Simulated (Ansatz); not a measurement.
**Run report: C₂H₇AsSi, nudged elastic band (part 1 of 2)**

- system: C₂H₇AsSi
- method: RKS B3LYP/def2-SVP (Ansatz 0.2.0)

It belongs to a series of runs on one base structure; here: band between the two ends. Figures and captions count atoms from 1; the log counts them from 0 in places.

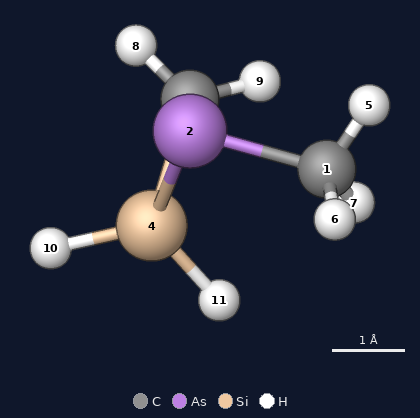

**Figure 1.** The starting structure (ball-and-stick view, seen at a tilt; atoms are numbered from 1 in the order of the input). Bond lengths as drawn: As–C 2.00 to 2.06 Å, As–Si 2.35 Å, C–H 1.10 Å, C–Si 1.86 Å and H–Si 1.49 Å.

**Input file**
```yaml
crystal:
  periodic: [false, false, false]
  atoms:
    - { symbol: C, position_ang: [-1.122134, 1.402382, -0.073632] }
    - { symbol: As, position_ang: [0.378758, 0.759943, 1.085173] }
    - { symbol: C, position_ang: [0.151767, -1.254119, 0.707569] }
    - { symbol: Si, position_ang: [1.408602, -0.616249, -0.513213] }
    - { symbol: H, position_ang: [-2.045032, 1.411345, 0.525843] }
    - { symbol: H, position_ang: [-0.901774, 2.43048, -0.397228] }
    - { symbol: H, position_ang: [-1.278135, 0.774903, -0.962921] }
    - { symbol: H, position_ang: [0.503677, -1.870227, 1.543862] }
    - { symbol: H, position_ang: [-0.850513, -1.54579, 0.372501] }
    - { symbol: H, position_ang: [2.820956, -1.037224, -0.329755] }
    - { symbol: H, position_ang: [0.999027, -0.512644, -1.9376] }
basis:
  gaussian: { orbitals: def2-SVP }
hamiltonian:
  xc: b3lyp
neb:
  order_check: false
  images: 7
  f_tol: 0.05
  max_iterations: 60
  final_atoms:
    - { symbol: C, position_ang: [-1.19251385, 1.32544827, -0.31506176] }
    - { symbol: As, position_ang: [0.64501733, 0.60504138, -0.25416479] }
    - { symbol: C, position_ang: [0.28844676, -1.28531279, 0.40810146] }
    - { symbol: Si, position_ang: [1.26572821, -1.7790829, -1.1601727] }
    - { symbol: H, position_ang: [-1.71373807, 1.17118876, 0.6391294] }
    - { symbol: H, position_ang: [-1.15264136, 2.39887866, -0.55272213] }
    - { symbol: H, position_ang: [-1.73128622, 0.80604135, -1.12060904] }
    - { symbol: H, position_ang: [0.69544196, -1.41491697, 1.41965995] }
    - { symbol: H, position_ang: [-0.79375927, -1.47710761, 0.38984772] }
    - { symbol: H, position_ang: [2.64293958, -1.5693663, -0.51561856] }
    - { symbol: H, position_ang: [1.11156392, 1.16198816, 1.08220946] }
  initial_path:
    images:
      - { positions_ang: [[-1.122134, 1.402382, -0.073632], [0.378758, 0.759943, 1.085173], [0.151767, -1.254119, 0.707569], [1.408602, -0.616249, -0.513213], [-2.045032, 1.411345, 0.525843], [-0.901774, 2.43048, -0.397228], [-1.278135, 0.774903, -0.962921], [0.503677, -1.870227, 1.543862], [-0.850513, -1.54579, 0.372501], [2.820956, -1.037224, -0.329755], [0.999027, -0.512644, -1.9376]] }
      - { positions_ang: [[-1.08930126, 1.35342092, -0.11983357], [0.4367869, 0.76013049, 0.98876405], [0.14235349, -1.22298373, 0.74642659], [1.34208677, -0.73353867, -0.56760453], [-2.01109031, 1.22919592, 0.42254364], [-0.98214179, 2.41102303, -0.33145943], [-1.18423744, 0.84430156, -1.06125083], [0.56295727, -1.81100033, 1.57496419], [-0.86754344, -1.49504696, 0.48038532], [2.72830268, -1.17640152, -0.39267652], [0.98702613, -0.21630072, -1.71965991]] }
      - { positions_ang: [[-1.05646852, 1.30445984, -0.16603514], [0.49481579, 0.76031798, 0.89235511], [0.13293998, -1.19184845, 0.78528417], [1.27557153, -0.85082835, -0.62199607], [-1.97714861, 1.04704683, 0.31924429], [-1.06250958, 2.39156605, -0.26569086], [-1.09033988, 0.91370013, -1.15958067], [0.62223754, -1.75177365, 1.60606638], [-0.88457388, -1.44430392, 0.58826965], [2.63564936, -1.31557905, -0.45559803], [0.97502526, 0.08004257, -1.50171983]] }
      - { positions_ang: [[-1.02363578, 1.25549876, -0.21223671], [0.55284469, 0.76050547, 0.79594616], [0.12352647, -1.16071318, 0.82414176], [1.2090563, -0.96811802, -0.6763876], [-1.94320692, 0.86489775, 0.21594493], [-1.14287737, 2.37210908, -0.19992229], [-0.99644232, 0.98309869, -1.2579105], [0.68151782, -1.69254698, 1.63716857], [-0.90160433, -1.39356087, 0.69615397], [2.54299604, -1.45475657, -0.51851955], [0.9630244, 0.37638585, -1.28377974]] }
      - { positions_ang: [[-0.99080304, 1.20653768, -0.25843827], [0.61087359, 0.76069297, 0.69953722], [0.11411296, -1.1295779, 0.86299934], [1.14254107, -1.08540769, -0.73077914], [-1.90926523, 0.68274866, 0.11264558], [-1.22324516, 2.35265211, -0.13415373], [-0.90254476, 1.05249726, -1.35624033], [0.74079809, -1.6333203, 1.66827076], [-0.91863477, -1.34281783, 0.80403829], [2.45034272, -1.59393409, -0.58144106], [0.95102353, 0.67272914, -1.06583965]] }
      - { positions_ang: [[-1.04123074, 1.23626533, -0.27259415], [0.61940952, 0.72178007, 0.46111171], [0.15769641, -1.16851162, 0.74927487], [1.17333785, -1.2588265, -0.83812753], [-1.86038344, 0.80485869, 0.24426653], [-1.20559421, 2.36420875, -0.23879583], [-1.10973013, 0.99088328, -1.29733251], [0.72945906, -1.57871947, 1.60611806], [-0.88741589, -1.37639028, 0.70049065], [2.49849194, -1.58779214, -0.56498544], [0.99115863, 0.79504389, -0.52882738]] }
      - { positions_ang: [[-1.09165844, 1.26599298, -0.28675002], [0.62794546, 0.68286717, 0.22268621], [0.20127986, -1.20744535, 0.6355504], [1.20413464, -1.4322453, -0.94547592], [-1.81150165, 0.92696871, 0.37588749], [-1.18794326, 2.37576539, -0.34343793], [-1.31691549, 0.9292693, -1.23842469], [0.71812003, -1.52411864, 1.54396535], [-0.85619702, -1.40996272, 0.59694301], [2.54664115, -1.58165019, -0.54852981], [1.03129373, 0.91735865, 0.0081849]] }
      - { positions_ang: [[-1.14208614, 1.29572063, -0.30090589], [0.63648139, 0.64395428, -0.01573929], [0.24486331, -1.24637907, 0.52182593], [1.23493142, -1.6056641, -1.05282431], [-1.76261986, 1.04907873, 0.50750845], [-1.17029231, 2.38732203, -0.44808003], [-1.52410086, 0.86765533, -1.17951687], [0.70678099, -1.46951781, 1.48181265], [-0.82497814, -1.44353517, 0.49339536], [2.59479036, -1.57550825, -0.53207419], [1.07142883, 1.0396734, 0.54519718]] }
      - { positions_ang: [[-1.19251385, 1.32544827, -0.31506176], [0.64501733, 0.60504138, -0.25416479], [0.28844676, -1.28531279, 0.40810146], [1.26572821, -1.7790829, -1.1601727], [-1.71373807, 1.17118876, 0.6391294], [-1.15264136, 2.39887866, -0.55272213], [-1.73128622, 0.80604135, -1.12060904], [0.69544196, -1.41491697, 1.41965995], [-0.79375927, -1.47710761, 0.38984772], [2.64293958, -1.5693663, -0.51561856], [1.11156392, 1.16198816, 1.08220946]] }
```

Launched with:
```bash
ansatz run input.yaml --threads 2 --pin off --max-ram 3072MiB --backend cpu --events-out ev --progress --plain --runs-dir out
```

**Output**
```
Engine: ansatz 0.2.0, x86_64-unknown-linux-gnu
Functional definition: B3LYP
  parameter a0 = 0.2
  parameter ax = 0.72
  parameter ac = 0.81
  exchange = (1 - a0 - ax)*slater_x + ax*b88_x + a0*exact_x
  correlation = (1 - ac)*vwn_rpa_c + ac*lyp_c
1209 factors; integrals over basis functions are off by at most 5.1e-4 eV
mean field evaluation 1: about -70887.0221 eV, gradient 6.3e1 eV
mean field evaluation 2: about -70873.7682 eV, gradient 8.8e1 eV
mean field evaluation 4: about -70896.6112 eV, gradient 5.9e0 eV
mean field evaluation 8: about -70896.7127 eV, gradient 2.0e-1 eV
mean field evaluation 16: about -70896.7128 eV, gradient 4.3e-5 eV
mean field -70896.71281532 eV, -2605.4061404450 hartree, gradient 4.3e-5 eV, S^2 0.000000; 0 other end points of the search recorded, 0 dependent functions left out
the calculation of the forces begins
reference -70896.71306521 eV, -2605.4061496283 hartree; 33, 33 occupied and 80, 80 virtual orbitals, 1209 factors
1209 factors; integrals over basis functions are off by at most 8.7e-4 eV
mean field evaluation 32: about -70895.4957 eV, gradient 2.0e-5 eV
mean field -70895.49568620 eV, -2605.3614117749 hartree, gradient 2.0e-5 eV, S^2 0.000000; 0 other end points of the search recorded, 0 dependent functions left out
[... from here on the field's lines of each further geometry are left out, up to the last ...]
NEB iter   1: max|band force component| = 3.244e2 eV/Å  barrier→ = 79.6172 eV  barrier← = 78.4001 eV  Δτ_max = 0.2000 Å  (240 SCF iters)
NEB iter   2: max|band force component| = 1.045e2 eV/Å  barrier→ = 27.9026 eV  barrier← = 26.6854 eV  Δτ_max = 0.2000 Å  (205 SCF iters)
NEB iter   3: max|band force component| = 6.388e1 eV/Å  barrier→ = 17.0566 eV  barrier← = 15.8394 eV  Δτ_max = 0.2000 Å  (198 SCF iters)
NEB iter   4: max|band force component| = 2.855e1 eV/Å  barrier→ = 8.0779 eV  barrier← = 6.8608 eV  Δτ_max = 0.2000 Å  (198 SCF iters)
NEB iter   5: max|band force component| = 1.449e1 eV/Å  barrier→ = 4.5176 eV  barrier← = 3.3004 eV  Δτ_max = 0.1996 Å  (201 SCF iters)
NEB iter   6: max|band force component| = 5.678e0 eV/Å  barrier→ = 2.6261 eV  barrier← = 1.4089 eV  Δτ_max = 0.1712 Å  (195 SCF iters)
NEB iter   7: max|band force component| = 2.563e0 eV/Å  barrier→ = 2.2428 eV  barrier← = 1.0257 eV  Δτ_max = 0.2000 Å  (194 SCF iters)
NEB iter   8: max|band force component| = 2.603e0 eV/Å  barrier→ = 2.4154 eV  barrier← = 1.1982 eV  Δτ_max = 0.0994 Å  (187 SCF iters)
NEB iter   9: max|band force component| = 1.415e0 eV/Å  barrier→ = 1.8813 eV  barrier← = 0.6642 eV  Δτ_max = 0.0721 Å  (182 SCF iters)
NEB iter  10: max|band force component| = 7.955e-1 eV/Å  barrier→ = 1.8158 eV  barrier← = 0.5987 eV  CI = image 6  Δτ_max = 0.0984 Å  (178 SCF iters)
NEB iter  11: max|band force component| = 6.380e-1 eV/Å  barrier→ = 1.8429 eV  barrier← = 0.6258 eV  CI = image 6  Δτ_max = 0.1216 Å  (179 SCF iters)
NEB iter  12: max|band force component| = 5.428e-1 eV/Å  barrier→ = 2.0226 eV  barrier← = 0.8055 eV  CI = image 6  Δτ_max = 0.1989 Å  (188 SCF iters)
NEB iter  13: max|band force component| = 2.953e-1 eV/Å  barrier→ = 2.0804 eV  barrier← = 0.8633 eV  CI = image 6  Δτ_max = 0.1714 Å  (188 SCF iters)
NEB iter  14: max|band force component| = 1.406e-1 eV/Å  barrier→ = 2.0770 eV  barrier← = 0.8599 eV  CI = image 6  Δτ_max = 0.0595 Å  (181 SCF iters)
NEB iter  15: max|band force component| = 1.019e-1 eV/Å  barrier→ = 2.0700 eV  barrier← = 0.8529 eV  CI = image 6  Δτ_max = 0.0334 Å  (172 SCF iters)
NEB iter  16: max|band force component| = 7.023e-2 eV/Å  barrier→ = 2.0680 eV  barrier← = 0.8509 eV  CI = image 6  Δτ_max = 0.0627 Å  (170 SCF iters)
NEB iter  17: max|band force component| = 6.053e-2 eV/Å  barrier→ = 2.0659 eV  barrier← = 0.8488 eV  CI = image 6  Δτ_max = 0.1010 Å  (171 SCF iters)
NEB iter  18: max|band force component| = 9.938e-2 eV/Å  barrier→ = 2.0629 eV  barrier← = 0.8457 eV  CI = image 6  Δτ_max = 0.0507 Å  (174 SCF iters)
NEB iter  19: max|band force component| = 9.968e-2 eV/Å  barrier→ = 2.0612 eV  barrier← = 0.8441 eV  CI = image 6  Δτ_max = 0.0507 Å  (172 SCF iters)
NEB iter  20: max|band force component| = 9.025e-2 eV/Å  barrier→ = 2.0595 eV  barrier← = 0.8423 eV  CI = image 6  Δτ_max = 0.0507 Å  (174 SCF iters)
NEB iter  21: max|band force component| = 7.287e-2 eV/Å  barrier→ = 2.0579 eV  barrier← = 0.8408 eV  CI = image 6  Δτ_max = 0.0507 Å  (170 SCF iters)
NEB iter  22: max|band force component| = 2.189e-1 eV/Å  barrier→ = 2.0566 eV  barrier← = 0.8395 eV  CI = image 6  Δτ_max = 0.0253 Å  (175 SCF iters)
NEB iter  23: max|band force component| = 4.822e-2 eV/Å  barrier→ = 2.0561 eV  barrier← = 0.8389 eV  CI = image 6  Δτ_max = 0.0506 Å  (178 SCF iters)
NEB iter  24: max|band force component| = 5.073e-2 eV/Å  barrier→ = 2.0553 eV  barrier← = 0.8382 eV  CI = image 6  Δτ_max = 0.1014 Å  (25 SCF iters)
NEB iter  25: max|band force component| = 8.422e-2 eV/Å  barrier→ = 2.0550 eV  barrier← = 0.8378 eV  CI = image 6  Δτ_max = 0.0422 Å  (180 SCF iters)
the calculation of the forces begins
reference -70895.37735540 eV, -2605.3570631981 hartree; 33, 33 occupied and 80, 80 virtual orbitals, 1209 factors
1209 factors; integrals over basis functions are off by at most 1.0e-3 eV
mean field evaluation 1216: about -70894.6579 eV, gradient 3.0e-2 eV
mean field -70894.65794348 eV, -2605.3306252977 hartree, gradient 4.0e-5 eV, S^2 0.000000; 1 other end points of the search recorded, 0 dependent functions left out
the calculation of the forces begins
reference -70894.65820449 eV, -2605.3306348898 hartree; 33, 33 occupied and 80, 80 virtual orbitals, 1209 factors
NEB iter  26: max|band force component| = 4.529e-2 eV/Å  barrier→ = 2.0549 eV  barrier← = 0.8377 eV  CI = image 6  Δτ_max = 0.0000 Å  (368 SCF iters)
```
